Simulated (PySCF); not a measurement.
# SF4 (sulfur tetrafluoride) at 6 levels

Aim: a comparison of 6 runs (BHLYP/6-311+G**, BLYP/6-311+G**, SVWN5/6-311+G**, TPSS/6-311+G**, revPBE/6-311+G**, CCSD(T)/6-311+G**) of SF4 (sulfur tetrafluoride). 

The results are computed with PySCF 2.14.0.

## 1. The molecule

SF4 has 5 atoms, charge 0, and is taken as a singlet. SMILES: `FS(F)(F)F`. One bond was lengthened or shortened from a relaxed shape.

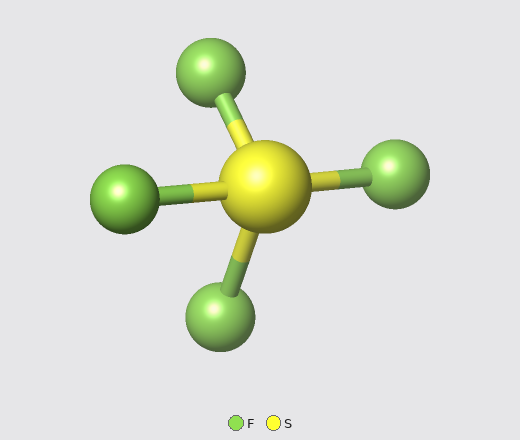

The structure, seen from a chosen angle (fluorine green, sulfur yellow).

## 2. The energy at BHLYP/6-311+G(d,p) (run 1)

Input file run.py:

```python
from pyscf import gto, dft

molecule = gto.M(
    atom=[
    ('F', (-0.611700, -0.450345, 1.220825)),
    ('S', (0.013500, -0.579745, -0.194975)),
    ('F', (1.486200, -0.684345, 0.539425)),
    ('F', (-1.490600, -0.299645, -0.810175)),
    ('F', (0.400600, 1.124600, -0.563100)),
],
    charge=0,
    basis='6-311+g**',
    verbose=4,
    max_memory=1860,
)

mf = dft.RKS(molecule, xc='bhandhlyp')
mf.grids.level = 5
mf.conv_tol = 1e-10
mf.kernel()
if not mf.converged:
    mf = mf.newton().run(mf.mo_coeff, mf.mo_occ)

etot = mf.e_tot
print('E(%s) = %.9f' % ('BHLYP', etot))
```

Launch:

```console
$ OMP_NUM_THREADS=1 python run.py
```

Log:

```text
PySCF version 2.14.0

[... 77 lines left out ...]
converged SCF energy = -797.412933031543
E(BHLYP) = -797.412933032
```

Wall time 24 s (1 thread of Intel Xeon at 2.70GHz, shared host); peak memory 0.65 GiB.

## 3. A single-point energy at BLYP/6-311+G(d,p) (run 2)

Input file run.py:

```python
from pyscf import gto, dft

mol = gto.M(
    atom='''
F     -0.611700    -0.450345     1.220825
S      0.013500    -0.579745    -0.194975
F      1.486200    -0.684345     0.539425
F     -1.490600    -0.299645    -0.810175
F      0.400600     1.124600    -0.563100
''',
    verbose=4,
    max_memory=1860,
    basis='6-311+g**',
)

ks = dft.RKS(mol)
ks.xc = 'blyp'
ks.grids.level = 5
ks.conv_tol = 1e-10
ks.kernel()
if not ks.converged:
    ks = ks.newton().run(ks.mo_coeff, ks.mo_occ)

e_final = ks.e_tot
print(f'total energy: {e_final:.8f} hartree')
```

Launch:

```console
$ OMP_NUM_THREADS=1 python run.py
```

Log:

```text
PySCF version 2.14.0

[... 81 lines left out ...]
converged SCF energy = -797.593975332123
total energy: -797.59397533 hartree
```

Run time: 31 s. Hardware: 1 thread of Intel Xeon at 2.70GHz, shared host; peak memory 0.65 GiB.

Runs 3 to 4 aren't shown in full; the table further down has their settings and results.

## 4. The energy at revPBE/6-311+G(d,p) (run 5)

run.py: that of step 3 with these lines changed.

```diff
@@ -10,5 +10,7 @@
 ''',
-    verbose=4,
     max_memory=1860,
+    charge=0,
+    spin=0,
     basis='6-311+g**',
+    verbose=3,
 )
@@ -16,3 +18,3 @@
 ks = dft.RKS(mol)
-ks.xc = 'blyp'
+ks.xc = 'revpbe'
 ks.grids.level = 5
@@ -23,3 +25,3 @@
 
-e_final = ks.e_tot
-print(f'total energy: {e_final:.8f} hartree')
+e_tot = ks.e_tot
+print(f'total energy: {e_tot:.8f} hartree')
```

Launch:

```console
$ OMP_NUM_THREADS=1 python run.py
```

Log:

```text
converged SCF energy = -797.400645334336
total energy: -797.40064533 hartree
```

Wall time 28 s (1 thread of Intel Xeon at 2.70GHz, shared host); peak memory 0.65 GiB.

## 5. The energy at CCSD(T)/6-311+G(d,p) (run 6)

Input file calc.py:

```python
from pyscf import gto, scf, cc

mol = gto.M(
    atom='''
F     -0.611700    -0.450345     1.220825
S      0.013500    -0.579745    -0.194975
F      1.486200    -0.684345     0.539425
F     -1.490600    -0.299645    -0.810175
F      0.400600     1.124600    -0.563100
''',
    charge=0,
    max_memory=1860,
    basis='6-311+g**',
    verbose=4,
)

myscf = scf.RHF(mol)
myscf.conv_tol = 1e-10
myscf.kernel()
if not myscf.converged:
    myscf = myscf.newton().run(myscf.mo_coeff, myscf.mo_occ)

mycc = cc.CCSD(myscf, frozen=9)
mycc.kernel()
e_t = mycc.ccsd_t()
energy = mycc.e_tot + e_t
print('E = %.10f Eh' % energy)
```

Launch:

```console
$ OMP_NUM_THREADS=1 python calc.py
```

Log:

```text
PySCF version 2.14.0

[... 65 lines left out ...]
converged SCF energy = -795.232923251518
[... 12 lines left out ...]
Init t2, MP2 energy = -796.242579576902  E_corr(MP2) -1.00965632538387
[... 15 lines left out ...]
CCSD converged
[... 2 lines left out ...]
E = -796.2729057664 Eh
```

Run time: 2.3 min. Hardware: 1 thread of Intel Xeon at 2.70GHz, shared host; peak memory 1.6 GiB.

## 6. All runs side by side

| run | level | integration grid | frozen core orbitals | energy (Eh) | dipole moment (D) of the reference | HOMO energy (eV) | LUMO energy (eV) | wall time |
| --- | --- | --- | --- | --- | --- | --- | --- | --- |
| 1 | BHLYP/6-311+G** | 5 | – | -797.412933 | 1.87 | -12.21 | -2.84 | 24 s |
| 2 | BLYP/6-311+G** | 5 | – | -797.593975 | 1.74 | -8.90 | -4.66 | 31 s |
| 3 | SVWN5/6-311+G** | 5 | – | -793.756539 | 1.75 | -9.19 | -5.01 | 16 s |
| 4 | TPSS/6-311+G** | 5 | – | -797.652852 | 1.67 | -9.05 | -4.67 | 52 s |
| 5 | revPBE/6-311+G** | 5 | – | -797.400645 | 1.67 | -8.87 | -4.63 | 28 s |
| 6 | CCSD(T)/6-311+G** | – | 9 | -796.272906 | 1.92 | -14.57 | 0.09 | 2.3 min |

## 7. Outcome

| quantity | value |
| --- | --- |
| run 6: total energy | -796.27291 Eh |
| run 6: dipole moment (Hartree–Fock density) | 1.92 D |
| run 6: HOMO energy (Hartree–Fock orbitals) | -14.57 eV |
| run 6: LUMO energy (Hartree–Fock orbitals) | 0.09 eV |
| run 6: HOMO–LUMO gap (Hartree–Fock orbitals) | 14.65 eV |
| run 6: correlation energy (9 core orbitals frozen) | -1040.0 mEh |
| run 6: (T) correction | -33.05 mEh |
| run 6: T1 diagnostic | 0.017 |

Over runs 1, 2, 3, 4, 5 the dipole moment (its size) runs from 1.67 D (revPBE/6-311+G**) to 1.87 D (BHLYP/6-311+G**). Over runs 1, 2, 3, 4, 5 the HOMO–LUMO gap runs from 4.18 eV (SVWN5/6-311+G**) to 9.36 eV (BHLYP/6-311+G**). Totals of different functionals can't be ranked against each other. All runs together took 4.9 min, the longest 2.3 min.
